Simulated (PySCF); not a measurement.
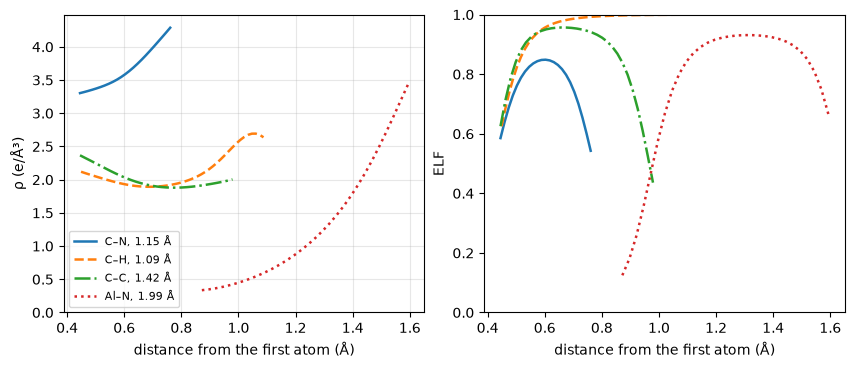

Figure 1: C7H14AlN (SMILES [AlH3-][N+]#CCC1CCCC1). Total electron density and electron localisation function along straight lines between neighbouring atoms. The curves leave out the atomic cores.

Geometry: GFN2-xTB.

Level of theory: PBE0/pcSseg-1, SCF density, gas phase, non-relativistic (PySCF 2.14.0).

```xyz
23

Al    3.2054   -0.9345    0.3635
N     2.5448    0.5832   -0.7456
C     1.5582    1.1509   -0.8986
C     0.3148    1.8255   -1.0628
C    -0.8243    1.0051   -0.4269
C    -1.0112   -0.3780   -1.0496
C    -1.8845   -1.1212   -0.0322
C    -1.6231   -0.4391    1.3256
C    -0.6000    0.6671    1.0467
H     2.7981   -0.3265    1.7626
H     2.2159   -2.0112   -0.2293
H     4.7211   -1.0351    0.0172
H     0.3871    2.8059   -0.5826
H     0.1249    1.9710   -2.1303
H    -1.7477    1.5837   -0.5344
H    -0.0389   -0.8684   -1.1331
H    -1.4681   -0.3404   -2.0382
H    -2.9373   -1.0342   -0.3027
H    -1.6339   -2.1792   -0.0042
H    -2.5464   -0.0111    1.7177
H    -1.2427   -1.1424    2.0627
H     0.4123    0.2756    1.1802
H    -0.7293    1.5261    1.7045
```

Question: What can be read from the curves?

Answer: C–N (1.15 Å): the density is about 3.5 e/Å³ at the midpoint; the ELF peaks at about 0.85 between the atoms; a short, multiple covalent bond.
C–H (1.09 Å): the density is about 2 e/Å³ at the midpoint; the ELF climbs to about 1 towards the hydrogen, as it does in any bond to H: an ordinary covalent bond to hydrogen.
C–C (1.42 Å): the density is about 1.9 e/Å³ at the midpoint; the ELF peaks at about 0.95 between the atoms, as expected for a covalent bond.
Al–N (1.99 Å): ρ is about 0.44 e/Å³ halfway; the ELF peaks at about 0.95 in the valence shell of N, 0.7 Å from its nucleus, and is about 0.60 at the midpoint.
